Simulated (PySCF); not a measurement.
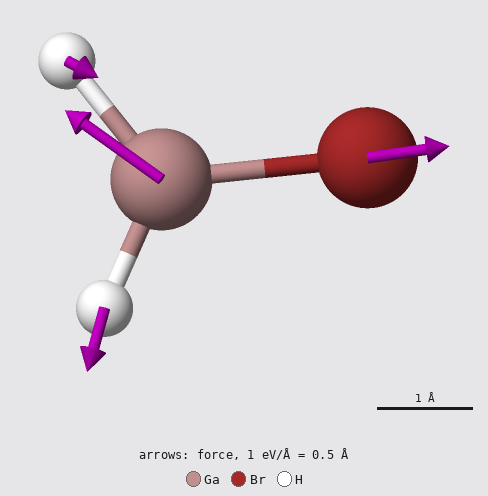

Starting geometry of GaH$_{2}$Br with the computed forces as purple arrows. A ball-and-stick model, seen face on.

The start comes from GFN2-xTB. Its atoms were then displaced at random by about 0.03 Å.

All numbers below come from PySCF 2.14.0, density-fitted response routines, PBE0-D3(BJ)/def2-SVP geometry optimisation, gas phase. 

**What follows when this structure is relaxed?**

It isn't relaxed: the largest force vector, on the Ga atom, is 2.56 eV/Å. The final displacements follow the starting forces only in part (cosine between the two patterns 0.67). After 6 geometry steps the energy has fallen by 0.218 eV. The atom that moves furthest after the best rigid fit is an H atom (0.11 Å). By element the largest moves are H 0.11 Å, Ga 0.11 Å, Br 0.05 Å. Among the contacts that change: Br–Ga 2.181 → 2.296 Å, Ga–H 1.486 → 1.559 Å, Ga–H 1.624 → 1.559 Å. Among the angles between lasting bonds that change: H–Ga–H 117.7° → 129.2°, Br–Ga–H 122.2° → 115.5°, Br–Ga–H 119.7° → 115.3°.
